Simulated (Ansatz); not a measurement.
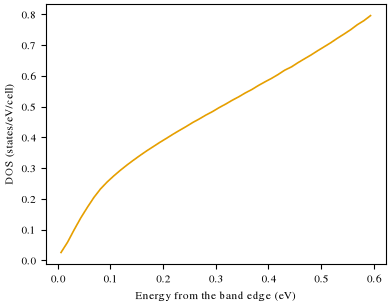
*Density of states of AlP (F-43m) below the valence band maximum, HSE06 with spin-orbit coupling, rigid bands in Ansatz (a program for electronic structure); cell volume 40.9 Å³.*

What effective density of states at 300 K does this give (∫ g(E) exp(−E/k_BT) dE, both spins, divided by the cell's size)?

5.1e19 cm⁻³, a density-of-states mass of 1.60 mₑ, valleys and band degeneracy included.

Geometry: cell and atoms relaxed with PBEsol.
